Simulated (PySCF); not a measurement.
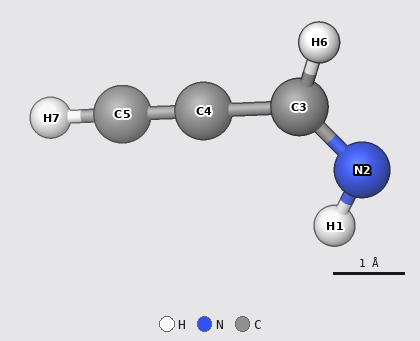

The structure (ball-and-stick view, seen at a tilt; atoms are numbered from 1 in the order of the input).

**NMR shielding calculation of C3H3N**

- system: C3H3N (Z-propargylimine)
- method: GIAO B3LYP/pcSseg-2 NMR shielding, non-relativistic, gas phase (PySCF 2.14.0)

The geometry comes from this level: PBE0-D3(BJ)/def2-SVP. Figures and captions count atoms from 1; the log counts them from 0 in places.

**Output**
```
coarse grid: 6184 points
cycle   1  E = -170.7955425188  dE =  4.497e-01  |g| = 4.404e-01  |ddm| = 1.947e+00
cycle   2  E = -170.7363956105  dE =  5.915e-02  |g| = 6.805e-01  |ddm| = 9.453e-01
cycle   3  E = -170.8342960703  dE = -9.790e-02  |g| = 1.622e-01  |ddm| = 5.990e-01
cycle   4  E = -170.8405036317  dE = -6.208e-03  |g| = 3.128e-02  |ddm| = 1.660e-01
cycle   5  E = -170.8407486492  dE = -2.450e-04  |g| = 8.790e-03  |ddm| = 4.073e-02
cycle   6  E = -170.8407637991  dE = -1.515e-05  |g| = 4.268e-03  |ddm| = 9.565e-03
cycle   7  E = -170.8407675157  dE = -3.717e-06  |g| = 1.900e-03  |ddm| = 3.973e-03
final grid: 60736 points
cycle   8  E = -170.8501768939  dE = -2.426e-05  |g| = 5.906e-03  |ddm| = 2.867e-02
cycle   9  E = -170.8501412572  dE =  3.564e-05  |g| = 1.313e-02  |ddm| = 1.403e-02
cycle  10  E = -170.8501852063  dE = -4.395e-05  |g| = 1.444e-03  |ddm| = 9.654e-03
cycle  11  E = -170.8501857262  dE = -5.199e-07  |g| = 2.671e-04  |ddm| = 1.878e-03
cycle  12  E = -170.8501857281  dE = -1.931e-09  |g| = 2.424e-04  |ddm| = 2.768e-04
cycle  13  E = -170.8501857415  dE = -1.344e-08  |g| = 1.394e-05  |ddm| = 1.670e-04
cycle  14  E = -170.8501857416  dE = -3.666e-11  |g| = 3.724e-06  |ddm| = 1.387e-05
```

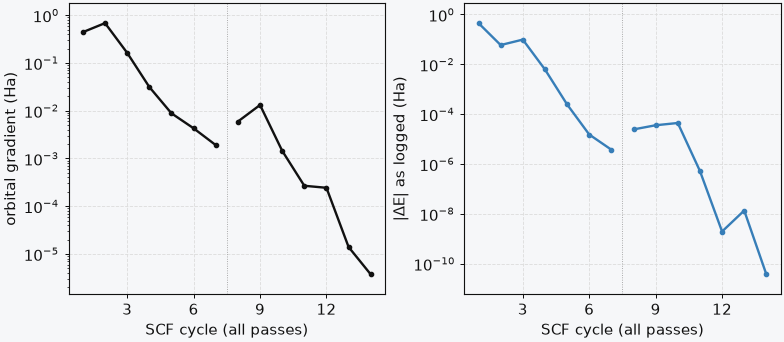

Convergence of the self-consistent field: orbital gradient and size of the energy change against the SCF cycle. The dotted line marks the change from a coarse to the final integration grid. The first 7 cycles use a coarse grid, the final grid takes over at cycle 8, and the field converges after 14 cycles in all.

```
converged SCF energy = -170.8501857416

GIAO shielding tensors (ppm)
atom      isotropic    diamagn.    paramagn.     s11        s22        s33       span
  0 H       20.299      32.937     -12.638      8.972     25.052     26.872     17.900
  1 N     -137.158     318.032    -455.190   -490.141   -145.805    224.472    714.613
  2 C       16.088     248.793    -232.705   -101.259     27.426    122.098    223.357
  3 C       95.078     261.906    -166.828    -13.651      2.147    296.739    310.390
  4 C       94.144     261.977    -167.833     39.313     40.803    202.314    163.001
  5 H       23.587      29.044      -5.456     21.399     22.359     27.003      5.604
  6 H       28.415      32.237      -3.822     24.792     25.230     35.222     10.430
```

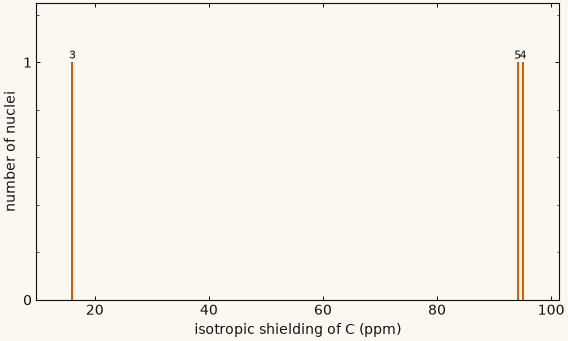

Isotropic shieldings of the carbon nuclei in this fixed geometry, labelled by atom number; shielding grows to the right, so chemical shift grows to the left. The least shielded is C3 (16.1 ppm), the most shielded C4 (95.1 ppm).

The run was set up as follows.

**Input file**
```
{"job": {"kind": "nmr", "xc": "B3LYP", "basis": "pcSseg-2", "pop": false}, "charge": 0, "multiplicity": 1}
H     -1.577137    -1.089186    -0.340368
N     -1.756845    -0.347326     0.345707
C     -0.699540     0.335453     0.536029
C      0.572959     0.128463    -0.097901
C      1.648653    -0.039552    -0.633326
H     -0.743900     1.171585     1.253339
H      2.597592    -0.192052    -1.114986
```

The first line tells a small driver script what to run in PySCF; the rest is the geometry in Å.

Launched with:
```bash
OMP_NUM_THREADS=1 python <driver script> task.json out
```

**Summary**

- outcome: converged
- total energy: −170.850186 hartree
- HOMO: −7.98 eV
- LUMO: −1.90 eV
- dipole moment: 2.33 D
- isotropic shielding, H: 20.3 to 28.4 ppm
- isotropic shielding, N: −137.2 ppm
- isotropic shielding, C: 16.1 to 95.1 ppm
- hardware: 1 CPU thread, shared host
- wall time: 7.7 s
- peak memory: 0.8 GiB
